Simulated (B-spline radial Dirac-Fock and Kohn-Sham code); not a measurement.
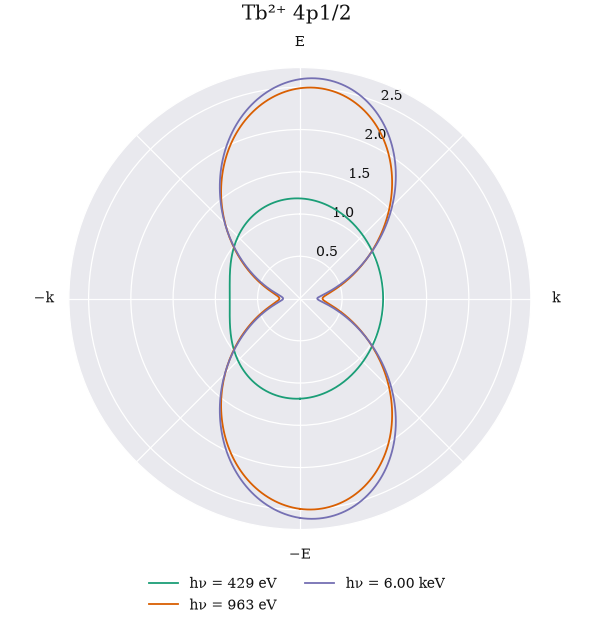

Fig. 1. Angular distribution of photoelectrons from N2 (4p1/2) in the plane of the polarisation E (up) and the photon direction k (right), relative to an isotropic one. System: terbium in charge state +2 (Tb²⁺). The calculation used a Dirac–Hartree–Slater potential; 1 + βP₂(cos θ) + (δ + γ cos²θ) sin θ cos φ with E1 and E1–E2 terms (a B-spline radial atomic code). Open shells are averaged over j.

Summarise the result.

At 429 eV, β = 0.185, γ = −0.128 and δ = 0.078. At 963 eV, β = 1.489, γ = 0.322 and δ = 0.013. At 6.00 keV, β = 1.596, γ = 0.403 and δ = 0.004. At 6.00 keV the emission 45° forward of E is 1.2 times that 45° backward, and the lobe peaks 5.0° from E towards k.
